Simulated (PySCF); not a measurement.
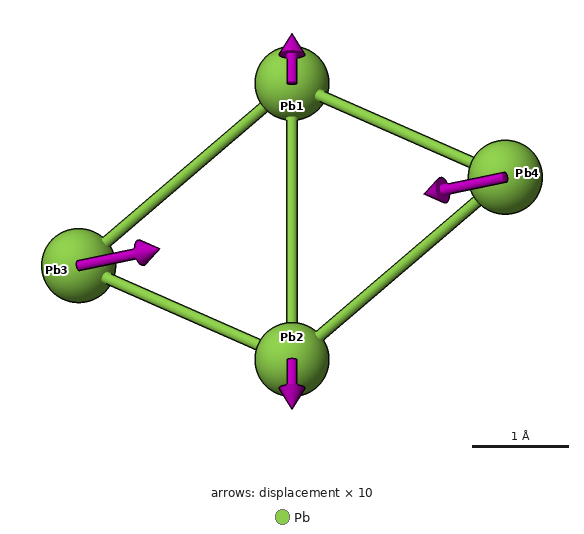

A relaxation of Pb4. The starting structure is drawn; purple arrows show the displacements, magnified 10 times. The two geometries are superimposed by the best rigid fit.

The picture is a ball-and-stick view, seen at a tilt.

Theory: RKS TPSS, Pb def2-SVP with ECP60; non-relativistic Hamiltonian with scalar-relativistic core potentials; density fitting in PySCF 2.14.0.

Input
```
mol = gto.M(atom='''
Pb     1.52500     0.00000     0.00000
Pb    -1.52500    -0.00000    -0.00000
Pb    -0.00000     2.64130    -0.00000
Pb     0.00000    -2.64130     0.00000''',
    basis={'Pb': 'def2-SVP'},
    ecp={'Pb': 'def2-SVP'},
    charge=0, spin=0)
mf = dft.RKS(mol, xc='TPSS')
mf.grids.atom_grid = (50, 194)  # f atoms: at least (60, 302), unpruned
mf = mf.density_fit()  # Pb def2-universal-JKFIT
mf.conv_tol = 1e-08; mf.max_cycle = 55
mf.kernel(dm0)
# quasi-Newton relaxation in Cartesian coordinates to a largest gradient under 0.00045 Eh/bohr, steps kept in the point group
```

Launched with:
```bash
OMP_NUM_THREADS=4 python run.py
```

### What happened in the run?

The largest moves after the best rigid fit, 0.10 Å, are those of Pb3 and Pb4. Among the contacts that change: Pb1–Pb2 3.050 → 3.162 Å, Pb1–Pb3 3.050 → 2.992 Å. Among the angles between lasting bonds that change: Pb3–Pb1–Pb4 120.0° → 116.2°, Pb1–Pb3–Pb2 60.0° → 63.8°. Over 3 geometry steps the energy falls by 0.075 eV. Largest force component: 0.55 eV/Å at the start, 0.012 eV/Å at the end.
